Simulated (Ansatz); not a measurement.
PbSe (rock salt), conventional cell a = 6.218 Å, b = 6.218 Å, c = 6.218 Å, α = 90.00°, β = 90.00°, γ = 90.00°. The calculation uses the primitive cell of 2 atoms, to which meshes and values per cell refer.

This relaxed cell (volume V₀) is scaled evenly in all directions, its shape held. Symmetry pins the atoms to their sites.

Computed with PBE (plane waves to 420 eV, PAW, scalar-relativistic; Ansatz, an electronic-structure program). k mesh 9×9×9 (Γ-centred), Fermi-Dirac smearing 0.05 eV. Energies are smeared free energies. PbSe was relaxed with its symmetry unable to fall. Spin-orbit coupling is left out, though Pb is heavy. The PAW data are Ansatz's earlier set. ΔE is measured from the relaxed starting cell.

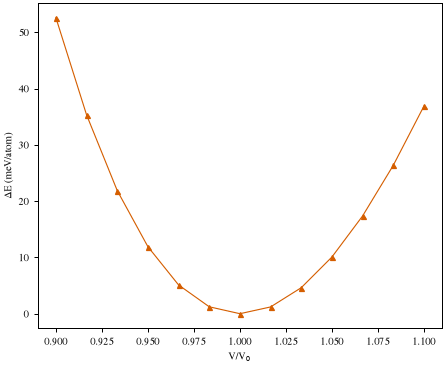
Figure. ΔE (meV/atom) against V/V₀; one marker a computed point.

Q: What is ΔE at V/V₀ = 1.100?

A: About 37 meV/atom.

Q: What is ΔE at V/V₀ = 0.900?

A: About 53 meV/atom.

Q: What bulk modulus B₀ follows from a third-order Birch-Murnaghan fit?

A: About 47 GPa.

(Under strain, the slope of the energy per volume gives the stress and its curvature an elastic modulus.)
